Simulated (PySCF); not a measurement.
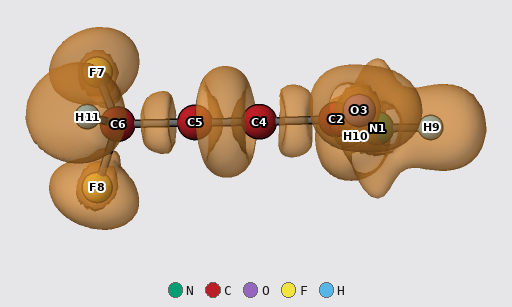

*C4H3F2NO. Isosurface of the electron localisation function at 0.75 (orange), seen from one side. Only the valence region is drawn (cores and ρ < 0.01 e/Å³ removed).*

Geometry: GFN2-xTB.

The calculation used B3LYP/pcSseg-1, SCF density, in a benzene solvent model, non-relativistic (PySCF 2.14.0).

| atom | x (Å) | y (Å) | z (Å) |
| --- | --- | --- | --- |
| N | 2.2948 | 0.0948 | -0.9570 |
| C | 1.7216 | -0.3712 | 0.1741 |
| O | 2.3151 | -0.9115 | 1.0750 |
| C | 0.2812 | -0.1561 | 0.2079 |
| C | -0.9040 | -0.0456 | 0.3718 |
| C | -2.3453 | 0.1401 | 0.4676 |
| F | -2.6709 | 1.4547 | 0.3920 |
| F | -2.9827 | -0.4730 | -0.5609 |
| H | 3.2897 | -0.0080 | -1.0722 |
| H | 1.7594 | 0.5390 | -1.6818 |
| H | -2.7534 | -0.2605 | 1.4115 |

Question: Identify the bonds, lone pairs and shells in this picture.

Answer: The surface consists of three regions between bonded C–C atoms (shared pairs), one region around a hydrogen nucleus, two regions on F in which the atom's valence shell and bonds are merged, one region on O in which the atom's valence shell and bonds are merged and one joined region spread over several atoms (H, N), in which their bonds and any lone pairs are merged.

Values along the shortest contacts:
C–C (1.20 Å): the ELF peaks at about 0.85 between the atoms; a multiple bond. C–O (1.21 Å): the ELF peaks at about 0.85 between the atoms (a short, multiple covalent bond).
